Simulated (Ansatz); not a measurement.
## Electronic structure of C2H9AlS (SMILES [CH3][AlH-]([CH3])[SH2+]) in real space

Input

```
crystal:
  periodic: [false, false, false]
  atoms:
    - symbol: C
      position_ang: [1.396130, 0.354264, 0.938161]
    - symbol: C
      position_ang: [-1.602316, -0.327943, -0.525231]
    - symbol: Al
      position_ang: [-0.185260, 0.970325, -0.066163]
    - symbol: S
      position_ang: [-1.384630, 2.203938, 1.890231]
    - symbol: H
      position_ang: [1.146506, -0.365003, 1.737006]
    - symbol: H
      position_ang: [2.094590, -0.166637, 0.259134]
    - symbol: H
      position_ang: [1.964394, 1.182051, 1.394194]
    - symbol: H
      position_ang: [-0.064475, 2.295795, -0.964991]
    - symbol: H
      position_ang: [-1.821783, -1.032589, 0.295797]
    - symbol: H
      position_ang: [-1.286646, -0.945266, -1.385393]
    - symbol: H
      position_ang: [-2.551541, 0.149811, -0.822582]
    - symbol: H
      position_ang: [-2.547000, 2.449625, 1.246067]
    - symbol: H
      position_ang: [-1.887814, 1.124667, 2.530677]
basis:
  gaussian:
    orbitals: def2-TZVPD
hamiltonian:
  xc: pbe0
output: {forces: true, orbitals: {seedname: orbitals}}
```

Run with:

```sh
ansatz run input.yaml --threads 2 --pin off --max-ram 5220MiB --events-out events.jsonl --progress --plain --runs-dir runs
```

Geometry: PBE0-D4/def2-SVP.

These are results of isolated molecule in a Gaussian basis; Kohn-Sham density functional theory, functional PBE0 in Ansatz 0.2.0, not measurements.

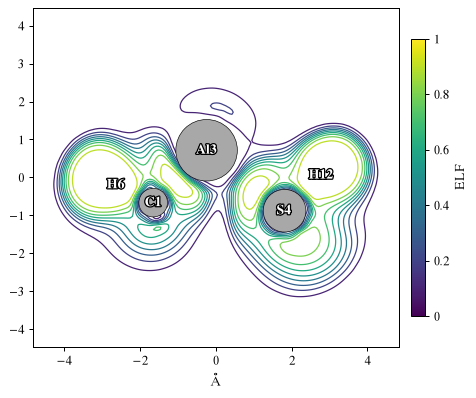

Figure 1. Electron localisation function on the plane of atoms Al3, C1 and H6. Grey discs cover the atomic cores.

What do the fields say about this system?

Answer. The plane passes through C, Al, S and H nuclei.
C–Al (1.97 Å): the ELF peaks at about 0.95 between the atoms: a shared but strongly polarised pair.
Al–S (2.61 Å): the ELF peaks at about 0.95 in the valence shell of S, 0.9 Å from its nucleus, and is about 0.85 at the midpoint.
C–H (1.10 Å): the ELF climbs to about 1 towards the hydrogen, as it does in any bond to H (an ordinary covalent bond to hydrogen).
S–H (1.35 Å): the ELF climbs to about 1 towards the hydrogen.

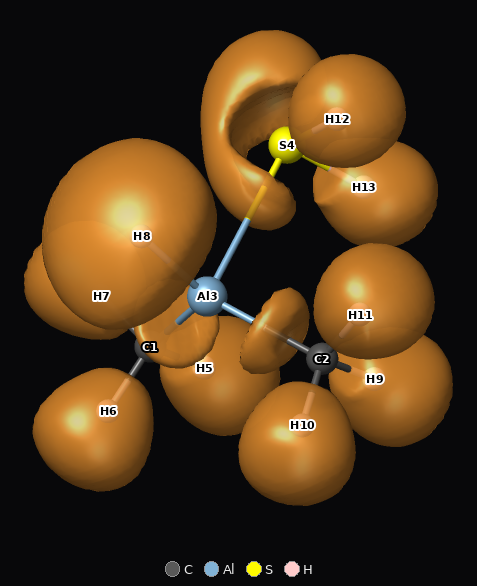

Figure 2. Isosurface of the ELF at 0.85 (orange), seen at an oblique angle. Core shells and regions of very low density are left out.

Identify the bonds, lone pairs and shells in this picture.

Answer. At this value the surface marks out two regions between bonded Al–C atoms (shared pairs), nine regions around hydrogen nuclei and one region on S in which the atom's valence shell and bonds are merged.

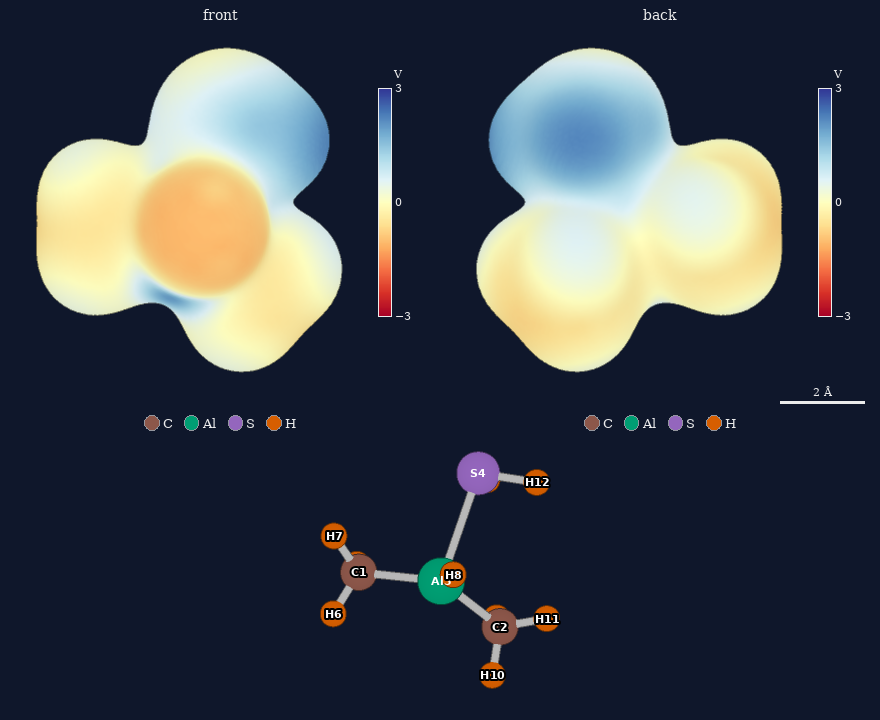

Figure 3. The molecular electrostatic potential painted on the density surface at 0.002 e/bohr³, seen from the front and from behind; red is negative and blue positive. The bare structure is drawn below in the same view.

Which sites attract a positive test charge, and which a negative one?

Answer. A positive charge is drawn to the negative regions and a negative charge to the positive ones. The most negative region (about −1.1 V) lies over H8, the most positive (about +2.2 V) over H12 and H13.
